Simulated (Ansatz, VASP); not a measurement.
## Cross-check of FeSi (Fersilicite) between VASP and Ansatz

One calculation is typed for both programs; each brings its own data sets and cutoff. How far apart do they land?

Program: Ansatz 0.2.0. Level of theory: plane waves, with VASP 6.6.1 beside it; band structure at LDA and band structure at PBEsol. Results are calculated unless marked as measured.

The database entry behind the starting cell differs from later determinations by our own check (about 0.5 % short), so it need not match the best structure at ambient conditions.

## Step 1: Set-up

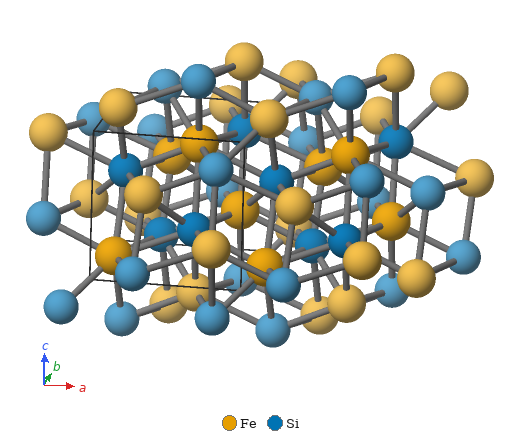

Start, viewed slightly off an axis; iron orange, silicon blue. 2×1×1 cells are drawn. Some periodic images of atoms are drawn too.

## Step 2: VASP: band structure, LDA

The same path points are solved in both programs, so levels can be compared one by one.

Lines of VASP's logs that name or quote its potential files are left out, and so is its time.

INCAR reads:

```
SYSTEM = FeSi
PREC = Accurate
ENCUT = 400
EDIFF = 1E-06
NELM = 100
ISMEAR = 0
SIGMA = 0.02
LREAL = .FALSE.
ALGO = Normal
GGA = CA
NBANDS = 55
ISPIN = 2
MAGMOM = 3 3 3 3 0 0 0 0
LASPH = .TRUE.
LMAXMIX = 4
LORBIT = 11
LWAVE = .FALSE.
LCHARG = .FALSE.
KPAR = 2
NCORE = 4
```

POSCAR reads:

```
FeSi
1.0
    4.4670000000      0.0000000000      0.0000000000
    0.0000000000      4.4670000000      0.0000000000
    0.0000000000      0.0000000000      4.4670000000
Fe Si
4 4
Direct
    0.1340000000      0.1340000000      0.1340000000
    0.3660000000      0.8660000000      0.6340000000
    0.6340000000      0.3660000000      0.8660000000
    0.8660000000      0.6340000000      0.3660000000
    0.8445000000      0.8445000000      0.8445000000
    0.6555000000      0.1555000000      0.3445000000
    0.3445000000      0.6555000000      0.1555000000
    0.1555000000      0.3445000000      0.6555000000
```

KPOINTS reads:

```
Automatic mesh
0
Gamma
3 3 3
0 0 0
```

KPOINTS_OPT reads:

```
Line mode
12
Line-mode
Reciprocal
  0.00000000   0.00000000   0.00000000 GAMMA
  0.00000000   0.50000000   0.00000000 X

  0.00000000   0.50000000   0.00000000 X
  0.50000000   0.50000000   0.00000000 M

  0.50000000   0.50000000   0.00000000 M
  0.00000000   0.00000000   0.00000000 GAMMA

  0.00000000   0.00000000   0.00000000 GAMMA
  0.50000000   0.50000000   0.50000000 R

  0.50000000   0.50000000   0.50000000 R
  0.00000000   0.50000000   0.00000000 X

  0.50000000   0.50000000   0.00000000 M
  0.50000000   0.50000000   0.50000000 R
```

The projector-augmented-wave data sets are Fe and Si (PBE family, release 64).

Started as:

```console
mpirun -np 8 vasp_std
```

Numbers of over 12 decimals in the logs are rounded to 6 here.

The program printed:

```text
[banner, memory and clock lines left out]
running    8 mpi-ranks, on    1 nodes
 distrk:  each k-point on    4 cores,    2 groups
 distr:  one band on    4 cores,    1 groups

 POSCAR found type information on POSCAR FeSi
 POSCAR found :  2 types and       8 ions
|                                                                             |
|               ----> ADVICE to this user running VASP <----                  |
|                                                                             |
|     You enforced a specific xc type in the INCAR file but a different       |
|     [... a line on the potential file left out ...]
|     I HOPE YOU KNOW WHAT YOU ARE DOING!                                     |
|                                                                             |

 LDA part: xc-table for (Slater(with rela. corr.)+CA(PZ))
 , standard interpolation
 POSCAR, INCAR and KPOINTS ok, starting setup
 FFT: planning ... GRIDC
 FFT: planning ... GRID_SOFT
 FFT: planning ... GRID
 WAVECAR not read
 entering main loop
       N       E                     dE             d eps       ncg     rms          rms(c)
DAV:   1     0.293964265606E+03    0.29396E+03   -0.14552E+04   880   0.785E+02
DAV:   2    -0.425593499925E+02   -0.33652E+03   -0.30063E+03   887   0.225E+02
DAV:   3    -0.711969161195E+02   -0.28638E+02   -0.26138E+02  1002   0.739E+01
DAV:   4    -0.720431125829E+02   -0.84620E+00   -0.84028E+00  1048   0.135E+01
DAV:   5    -0.720621800548E+02   -0.19067E-01   -0.19060E-01  1034   0.176E+00    0.359E+01
DAV:   6    -0.777522081007E+02   -0.56900E+01   -0.37206E+01  1108   0.873E+01    0.305E+01
DAV:   7    -0.664452648822E+02    0.11307E+02   -0.22893E+01  1106   0.647E+01    0.802E+00
DAV:   8    -0.661492477932E+02    0.29602E+00   -0.11330E+00  1289   0.697E+00    0.386E+00
DAV:   9    -0.660958549397E+02    0.53393E-01   -0.95447E-02  1328   0.270E+00    0.228E+00
DAV:  10    -0.661147820929E+02   -0.18927E-01   -0.23260E-02  1376   0.185E+00    0.977E-01
DAV:  11    -0.661146977392E+02    0.84354E-04   -0.70614E-03  1288   0.525E-01    0.437E-01
DAV:  12    -0.661154950384E+02   -0.79730E-03   -0.82303E-04  1152   0.349E-01    0.189E-01
DAV:  13    -0.661153824254E+02    0.11261E-03   -0.93286E-05  1336   0.935E-02    0.697E-02
DAV:  14    -0.661153819118E+02    0.51360E-06   -0.13039E-05  1256   0.378E-02    0.218E-02
DAV:  15    -0.661153792281E+02    0.26836E-05   -0.27295E-06   936   0.126E-02    0.937E-03
DAV:  16    -0.661153791119E+02    0.11628E-06   -0.34354E-07   608   0.489E-03
   1 F= -.66115379E+02 E0= -.66115379E+02  d E =-.112106E-12  mag=    -0.0002
 Start KPOINTS_OPT (optional k-point list driver)
k-point batch [1-4\72]
       N       E                     dE             ncg
DAV:   1     0.254870762723E+04    0.22225E+04      880
DAV:   2     0.122426066936E+04   -0.13244E+04      880
DAV:   3     0.111912313031E+04   -0.10514E+03     1040
DAV:   4     0.111621482687E+04   -0.29083E+01     1048
DAV:   5     0.111615673284E+04   -0.58094E-01     1040
DAV:   6     0.111615500952E+04   -0.17233E-02     1056
DAV:   7     0.111615494772E+04   -0.61799E-04     1064
DAV:   8     0.111615494527E+04   -0.24508E-05     1040
DAV:   9     0.111615494518E+04   -0.84374E-07      768
[...]
k-point batch [69-72\72]
       N       E                     dE             ncg
DAV:   1     0.253425295103E+04   -0.32643E+04      880
DAV:   2     0.119885990262E+04   -0.13354E+04      887
DAV:   3     0.108934437247E+04   -0.10952E+03      958
DAV:   4     0.108603321368E+04   -0.33112E+01     1008
DAV:   5     0.108596556445E+04   -0.67649E-01     1032
DAV:   6     0.108596350654E+04   -0.20579E-02     1024
DAV:   7     0.108596343266E+04   -0.73883E-04     1048
DAV:   8     0.108596342976E+04   -0.29023E-05     1016
DAV:   9     0.108596342966E+04   -0.99069E-07      696
```

Parts of OUTCAR (step 2):

```text
ion  position               nearest neighbor table
   1  0.134  0.134  0.134-   5 2.24   6 2.34   7 2.34   8 2.34   8 2.51   7 2.51   6 2.51   3 2.74
                             4 2.74   2 2.74   2 2.74   4 2.74   3 2.74
   2  0.366  0.866  0.634-   6 2.24   5 2.34   7 2.34   8 2.34   7 2.51   8 2.51   5 2.51   1 2.74
                             1 2.74   3 2.74   3 2.74   4 2.74   4 2.74
   3  0.634  0.366  0.866-   7 2.24   6 2.34   5 2.34   8 2.34   6 2.51   8 2.51   5 2.51   1 2.74
                             4 2.74   2 2.74   2 2.74   4 2.74   1 2.74
   4  0.866  0.634  0.366-   8 2.24   6 2.34   7 2.34   5 2.34   5 2.51   6 2.51   7 2.51   1 2.74
                             3 2.74   2 2.74   1 2.74   2 2.74   3 2.74
   5  0.844  0.844  0.844-   1 2.24   2 2.34   3 2.34   4 2.34   4 2.51   3 2.51   2 2.51   6 2.76
                             8 2.76   6 2.76   8 2.76   7 2.76   7 2.76
   6  0.656  0.156  0.344-   2 2.24   1 2.34   3 2.34   4 2.34   3 2.51   4 2.51   1 2.51   5 2.76
                             5 2.76   7 2.76   7 2.76   8 2.76   8 2.76
   7  0.344  0.656  0.156-   3 2.24   2 2.34   1 2.34   4 2.34   2 2.51   4 2.51   1 2.51   6 2.76
                             8 2.76   8 2.76   6 2.76   5 2.76   5 2.76
   8  0.156  0.344  0.656-   4 2.24   2 2.34   3 2.34   1 2.34   1 2.51   2 2.51   3 2.51   5 2.76
                             7 2.76   5 2.76   7 2.76   6 2.76   6 2.76

  LATTYP: Found a simple cubic cell.
 ALAT       =     4.4670000000

 Subroutine GETGRP returns: Found 12 space group operations
 (whereof  3 operations were pure point group operations)

The static configuration has the point symmetry C_3 .
 The point group associated with its full space group is T   .

 Found      4 irreducible k-points:

   k-points           NKPTS =      4   k-points in BZ     NKDIM =      4   number of bands    NBANDS=     55

   dimension x,y,z NGX =    30 NGY =   30 NGZ =   30
   dimension x,y,z NGXF=    60 NGYF=   60 NGZF=   60

   ENCUT  =  400.0 eV  29.40 Ry    5.42 a.u.   7.28  7.28  7.28*2*pi/ulx,y,z

   NELECT =      48.0000    total number of electrons

 k-points in reciprocal lattice and weights: Automatic mesh
   0.00000000  0.00000000  0.00000000       0.037
   0.33333333  0.00000000  0.00000000       0.222
   0.33333333  0.33333333  0.00000000       0.444
   0.33333333  0.33333333  0.33333333       0.296

 average (electrostatic) potential at core
       1 -39.0899       2 -39.0899       3 -39.0899       4 -39.0899       5 -79.4330
       6 -79.4330       7 -79.4330       8 -79.4330

 E-fermi :   9.4041

 spin component 1
 k-point     1 :       0.0000    0.0000    0.0000
  band No.  band energies     occupation
    ...
     20       9.0663      1.00000
     21       9.0663      1.00000
     22       9.0663      1.00000
     23       9.3062      1.00000
     24       9.3062      1.00000
     25       9.9126      0.00000
     26       9.9126      0.00000
     27       9.9126      0.00000
     28      12.2663      0.00000
     29      12.2663      0.00000
    ...

 k-point     2 :       0.3333    0.0000    0.0000
  band No.  band energies     occupation
    ...
     20       8.3751      1.00000
     21       8.8861      1.00000
     22       9.1033      1.00000
     23       9.2788      1.00000
     24       9.2911      1.00000
     25       9.5463      0.00000
     26       9.6261      0.00000
     27      10.7958      0.00000
     28      11.3619      0.00000
     29      11.4696      0.00000
    ...

 k-point     3 :       0.3333    0.3333    0.0000
  band No.  band energies     occupation
    ...
     20       8.3744      1.00000
     21       8.5206      1.00000
     22       8.6583      1.00000
     23       9.0917      1.00000
     24       9.1374      1.00000
     25       9.5038      0.00000
     26       9.7908      0.00000
     27      10.7003      0.00000
     28      11.3041      0.00000
     29      12.0039      0.00000
    ...

 k-point     4 :       0.3333    0.3333    0.3333
  band No.  band energies     occupation
    ...
     21       8.5258      1.00000
     22       8.7249      1.00000
     23       8.7536      1.00000
     24       8.9687      1.00000
     25       9.5303      0.00000
     26       9.7055      0.00000
     27      10.2878      0.00000
     28      10.6813      0.00000
     29      12.3686      0.00000
     30      13.4308      0.00000
    ...

 spin component 2
 k-point     1 :       0.0000    0.0000    0.0000
  band No.  band energies     occupation
    ...
     20       9.0664      1.00000
     21       9.0664      1.00000
     22       9.0664      1.00000
     23       9.3063      1.00000
     24       9.3063      1.00000
     25       9.9127      0.00000
     26       9.9127      0.00000
     27       9.9127      0.00000
     28      12.2663      0.00000
     29      12.2663      0.00000
    ...

 k-point     2 :       0.3333    0.0000    0.0000
  band No.  band energies     occupation
    ...
     20       8.3752      1.00000
     21       8.8863      1.00000
     22       9.1035      1.00000
     23       9.2789      1.00000
     24       9.2913      1.00000
     25       9.5464      0.00000
     26       9.6262      0.00000
     27      10.7958      0.00000
     28      11.3620      0.00000
     29      11.4697      0.00000
    ...

  Total       -7.3266321     -7.3266321     -7.3266321      0.0000000     -0.0000000      0.0000000
  in kB     -131.6943400   -131.6943400   -131.6943400      0.0000000     -0.0000000      0.0000000
  external PRESSURE =    -131.6943400 kB  Pullay stress =       0.0000000 kB

  energy-cutoff  :      400.00
  volume of cell :       89.13
      direct lattice vectors                 reciprocal lattice vectors
     4.467000000  0.000000000  0.000000000     0.223863891  0.000000000  0.000000000
     0.000000000  4.467000000  0.000000000     0.000000000  0.223863891  0.000000000
     0.000000000  0.000000000  4.467000000     0.000000000  0.000000000  0.223863891

 POSITION                                       TOTAL-FORCE (eV/Angst)
 -----------------------------------------------------------------------------------
      0.59858      0.59858      0.59858         0.084140      0.084140      0.084140
      1.63492      3.86842      2.83208        -0.084140     -0.084140      0.084140
      2.83208      1.63492      3.86842         0.084140     -0.084140     -0.084140
      3.86842      2.83208      1.63492        -0.084140      0.084140     -0.084140
      3.77238      3.77238      3.77238        -0.335757     -0.335757     -0.335757
      2.92812      0.69462      1.53888         0.335757      0.335757     -0.335757
      1.53888      2.92812      0.69462        -0.335757      0.335757      0.335757
      0.69462      1.53888      2.92812         0.335757     -0.335757      0.335757
 -----------------------------------------------------------------------------------
    total drift:                                0.000000     -0.000000     -0.000000

  FREE ENERGIE OF THE ION-ELECTRON SYSTEM (eV)
  ---------------------------------------------------
  free  energy   TOTEN  =       -66.1153791119 eV

  energy  without entropy=      -66.1153791119  energy(sigma->0) =      -66.11537911

 total charge
# of ion       s       p       d       tot
------------------------------------------
    1        0.438   0.626   6.594   7.658
    2        0.438   0.626   6.594   7.658
    3        0.438   0.626   6.594   7.658
    4        0.438   0.626   6.594   7.658
    5        0.738   0.890   0.000   1.627
    6        0.738   0.890   0.000   1.627
    7        0.738   0.890   0.000   1.627
    8        0.738   0.890   0.000   1.627
--------------------------------------------------
tot          4.702   6.062  26.378  37.142

 magnetization (x)
# of ion       s       p       d       tot
------------------------------------------
    1       -0.000  -0.000   0.000   0.000
    2       -0.000  -0.000   0.000   0.000
    3       -0.000  -0.000   0.000   0.000
    4       -0.000  -0.000   0.000   0.000
    5       -0.000  -0.000   0.000  -0.000
    6       -0.000  -0.000   0.000  -0.000
    7       -0.000  -0.000   0.000  -0.000
    8       -0.000  -0.000   0.000  -0.000
--------------------------------------------------
tot         -0.000  -0.000   0.000   0.000

[... 2 further parts left out ...]
```

The run ends at a pressure of -13.17 GPa, with forces up to 0.58 eV/Å.

(Continued in part 2 of 3.)

[Lines on the potential files, build, host, timing and source positions are cut from VASP's logs without a mark.]

[Logs are printed without paths, hosts, clocks, repeated set-up lines and the standing remarks that a program may print on its own settings, such as how far it seeks lower states.]

[Hosts, paths, dates, database ids (printed as entryN), source tags and the programs' standing remarks are cut or masked in the printed files.]
